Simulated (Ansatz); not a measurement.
# AlSiNH8 (SMILES [AlH3-][NH2+][SiH3]): levels of theory compared

We compute a comparison of 4 runs (HF/def2-SVP, B2PLYP/def2-SVP, r2SCAN0/def2-SVP, RPA@PBE/def2-SVP) of AlSiNH8. 

Program for the calculation: Ansatz 0.2.0.

53 further runs of the same task are left out: 1 that didn't finish, 52 set aside as unsound or not needed.

**1. Starting point**

AlSiNH8 has 11 atoms, charge 0, and is taken as a singlet. As SMILES, `[AlH3-][NH2+][SiH3]`. The Al1–H6 distance was set to 2.882 Å, away from the relaxed value. At this shape a bond of the SMILES string is far longer than usual.

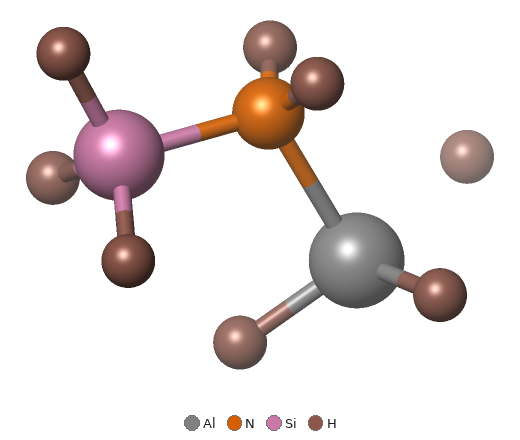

Viewed from a chosen angle; aluminium grey, nitrogen orange, silicon pink, hydrogen brown.

**2. A single-point energy at HF/def2-SVP (run 1)**

Contents of input.yaml:

```yaml
crystal:
  periodic: [false, false, false]
  atoms:
    - {symbol: Al, position_ang: [0.281599, 1.031737, -1.201367]}
    - {symbol: N, position_ang: [1.153399, -0.035863, 0.342133]}
    - {symbol: Si, position_ang: [2.057899, -1.428063, -0.331967]}
    - {symbol: H, position_ang: [0.460599, -0.087463, -2.342967]}
    - {symbol: H, position_ang: [1.275499, 2.285937, -1.267267]}
    - {symbol: H, position_ang: [-2.377200, 1.435300, -0.165100]}
    - {symbol: H, position_ang: [1.748399, 0.607137, 0.856133]}
    - {symbol: H, position_ang: [0.413199, -0.324163, 0.975333]}
    - {symbol: H, position_ang: [2.833199, -2.062263, 0.767733]}
    - {symbol: H, position_ang: [2.976499, -0.896163, -1.357267]}
    - {symbol: H, position_ang: [1.059199, -2.376763, -0.860667]}
basis:
  gaussian:
    orbitals: def2-SVP
accuracy: high
hamiltonian:
  xc: hf
output: {orbitals: {seedname: orbitals}}
```

Started as:

```console
$ ansatz run input.yaml --threads 1 --pin off --max-ram 3480MiB --events-out events.jsonl --progress --plain --runs-dir runs
```

The log of the run:

```text
Warning: RAYON_NUM_THREADS=1 ignored (pool sized by the plan → 1); use --threads N
Functional definition: HF
  name "HF"
  exchange = exact_x
  correlation = 0
2071 factors; integrals over basis functions are off by at most 3.6e-9 eV
mean field evaluation 1: about -16043.0853 eV, gradient 2.4e1 eV
mean field evaluation 2: about -16043.1545 eV, gradient 2.5e1 eV
mean field evaluation 4: about -16045.3118 eV, gradient 3.2e0 eV
mean field evaluation 8: about -16045.3469 eV, gradient 7.2e-2 eV
mean field -16045.34695580 eV, -589.6556246988 hartree, gradient 3.3e-8 eV, S^2 0.000000; 0 other end points of the search recorded, 0 dependent functions left out
reference -16045.34695580 eV, -589.6556246988 hartree; 21, 21 occupied and 69, 69 virtual orbitals, 2071 factors
Total energy: -16045.34695580 eV, -589.6556246988 hartree
```

It took 2.3 s on 1 thread of Intel Xeon Platinum 8488C (Sapphire Rapids), shared host; peak memory 0.27 GiB.

**3. The energy at B2PLYP/def2-SVP (run 2)**

Contents of run.yaml:

```yaml
crystal:
  periodic: [false, false, false]
  atoms:
    - {symbol: Al, position_ang: [0.281599, 1.031737, -1.201367]}
    - {symbol: N, position_ang: [1.153399, -0.035863, 0.342133]}
    - {symbol: Si, position_ang: [2.057899, -1.428063, -0.331967]}
    - {symbol: H, position_ang: [0.460599, -0.087463, -2.342967]}
    - {symbol: H, position_ang: [1.275499, 2.285937, -1.267267]}
    - {symbol: H, position_ang: [-2.377200, 1.435300, -0.165100]}
    - {symbol: H, position_ang: [1.748399, 0.607137, 0.856133]}
    - {symbol: H, position_ang: [0.413199, -0.324163, 0.975333]}
    - {symbol: H, position_ang: [2.833199, -2.062263, 0.767733]}
    - {symbol: H, position_ang: [2.976499, -0.896163, -1.357267]}
    - {symbol: H, position_ang: [1.059199, -2.376763, -0.860667]}
basis:
  gaussian: {orbitals: def2-SVP}
accuracy: high
correlation: {frozen_orbitals: {Al: 5, H: 0, "N": 1, Si: 5}}
output: {orbitals: {seedname: orbitals}}
hamiltonian: {xc: {name: B2PLYP}}
```

Started as:

```console
$ ansatz run run.yaml --threads 1 --pin off --max-ram 3480MiB --events-out events.jsonl --progress --plain --runs-dir runs
```

The log of the run (excerpt; [...] marks lines left out):

```text
Warning: RAYON_NUM_THREADS=1 ignored (pool sized by the plan → 1); use --threads N
Functional definition: B2PLYP
  name "B2PLYP"
[...]
2071 factors; integrals over basis functions are off by at most 3.6e-9 eV
[...]
mean field -16074.77081281 eV, -590.7369314999 hartree, gradient 9.5e-8 eV, S^2 0.000000; 0 other end points of the search recorded, 0 dependent functions left out; unrestricted orbitals would lower it
11 core orbitals not correlated: weight in the atoms' cores, before any rotation towards them, 1.000 or more for the frozen orbitals, at most 0.000 for the correlated occupied ones
reference -16074.77084481 eV, -590.7369326759 hartree; 10, 10 occupied and 69, 69 virtual orbitals, 2071 factors
second order -12.51617181 eV of doubles, -0.00000000 eV of singles
Total energy: -16078.15021120 eV, -590.8611221000 hartree
```

It took 10 s on 1 thread of Intel Xeon Platinum 8488C (Sapphire Rapids), shared host; peak memory 0.32 GiB.

Run 3 isn't shown in full; the table further down has it.

**4. A single-point energy at RPA@PBE/def2-SVP (run 4)**

input.yaml: that of step 2 with these lines changed.

```diff
@@ -4,3 +4,3 @@
     - {symbol: Al, position_ang: [0.281599, 1.031737, -1.201367]}
-    - {symbol: N, position_ang: [1.153399, -0.035863, 0.342133]}
+    - {symbol: "N", position_ang: [1.153399, -0.035863, 0.342133]}
     - {symbol: Si, position_ang: [2.057899, -1.428063, -0.331967]}
@@ -17,5 +17,7 @@
     orbitals: def2-SVP
+hamiltonian:
+  xc: pbe
 accuracy: high
-hamiltonian:
-  xc: hf
-output: {orbitals: {seedname: orbitals}}
+correlation:
+  method: rpa
+  frozen_orbitals: {Al: 5, H: 0, "N": 1, Si: 5}
```

Started as:

```console
$ ansatz run input.yaml --threads 1 --pin off --max-ram 3480MiB --events-out events.jsonl --progress --plain --runs-dir runs
```

The log of the run:

```text
Warning: RAYON_NUM_THREADS=1 ignored (pool sized by the plan → 1); use --threads N
Functional definition: PBE
  name "PBE"
  parameter kappa = 0.804
  parameter beta = 0.06672455060314922
  exchange = pbe_x(kappa = kappa, mu = beta*pi^2/3)
  correlation = pbe_c(beta = beta)
2071 factors; integrals over basis functions are off by at most 3.6e-9 eV
mean field evaluation 1: about -16069.8545 eV, gradient 5.4e1 eV
mean field evaluation 2: about -16069.8477 eV, gradient 5.4e1 eV
mean field evaluation 4: about -16075.8939 eV, gradient 1.2e1 eV
mean field evaluation 8: about -16076.7153 eV, gradient 1.7e-1 eV
mean field evaluation 16: about -16076.7146 eV, gradient 1.2e-5 eV
mean field -16076.71463933 eV, -590.8083658066 hartree, gradient 3.8e-8 eV, S^2 0.000000; 1 other end points of the search recorded, 0 dependent functions left out
11 core orbitals not correlated: weight in the atoms' cores, before any rotation towards them, 1.000 or more for the frozen orbitals, at most 0.000 for the correlated occupied ones
reference -16044.31584300 eV, -589.6177320022 hartree; 10, 10 occupied and 69, 69 virtual orbitals, 2071 factors
Total energy: -16063.59684746 eV, -590.3262958473 hartree
```

Wall time 15 s (1 thread of Intel Xeon Platinum 8488C (Sapphire Rapids), shared host); peak memory 0.37 GiB.

**5. Overview of the runs**

| run | level | frozen core orbitals | energy (Eh) | HOMO energy (eV) | LUMO energy (eV) | HOMO–LUMO gap (eV) | wall time |
| --- | --- | --- | --- | --- | --- | --- | --- |
| 1 | HF/def2-SVP | – | -589.655625 | -7.57 | 1.88 | 9.45 | 2.3 s |
| 2 | B2PLYP/def2-SVP | 11 | -590.861122 | -6.23 | -0.03 | 6.20 | 10 s |
| 3 | r2SCAN0/def2-SVP | – | -591.077811 | -5.66 | -1.12 | 4.54 | 14 s |
| 4 | RPA@PBE/def2-SVP | 11 | -590.326296 | – | – | – | 15 s |

**6. What came out**

```
                               quantity          value
                    run 4: total energy  -590.32630 Eh
run 4: RPA correlation energy (valence)     -708.6 mEh
```

In words: Over runs 1, 2, 3 the HOMO–LUMO gap runs from 4.54 eV (r2SCAN0/def2-SVP) to 9.45 eV (HF/def2-SVP). Exact exchange widens orbital gaps. Totals of different functionals can't be ranked against each other. In run 2 the log says that unrestricted orbitals would lower the reference, so the values rest on an unstable closed-shell determinant (other closed-shell runs at this shape may share the fault). All runs together took 41 s, the longest 15 s.
